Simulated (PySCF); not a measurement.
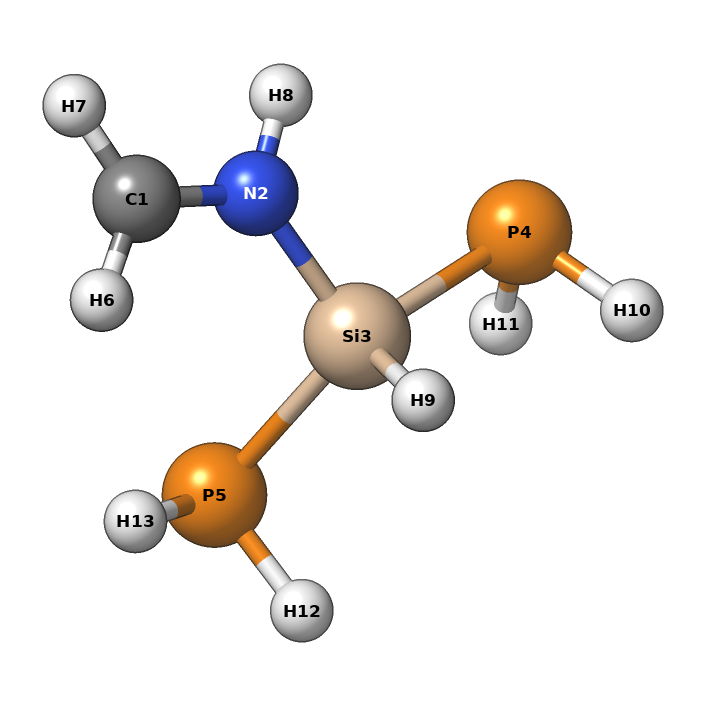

State: neutral, doublet. The computed structure is the end point of a GFN2-xTB optimisation. No frequency run is at hand to confirm it as a minimum. Level of theory: UKS B3LYP, pcH-1 on C H N P Si, non-relativistic (PySCF 2.14.0).

Give the isotropic hyperfine couplings (Fermi-contact term alone) of C1, N2, Si3, P4, P5, H6, H7, H8, H9, H10, H11, H12, H13.

| atom | isotope | a_iso (MHz) |
| --- | --- | --- |
| C1 | 13C | 71.4 |
| N2 | 14N | 3.3 |
| Si3 | 29Si | 4.0 |
| P4 | 31P | −7.2 |
| P5 | 31P | 25.0 |
| H6 | 1H | −55.7 |
| H7 | 1H | −55.8 |
| H8 | 1H | −12.8 |
| H9 | 1H | 16.1 |
| H10 | 1H | 4.8 |
| H11 | 1H | 3.4 |
| H12 | 1H | −1.2 |
| H13 | 1H | −1.6 |

The geometry is semi-empirical. Around P, Si such bond lengths and angles can be off by a tenth of an ångström or more and by several degrees, and values that hang on the shape move with them.
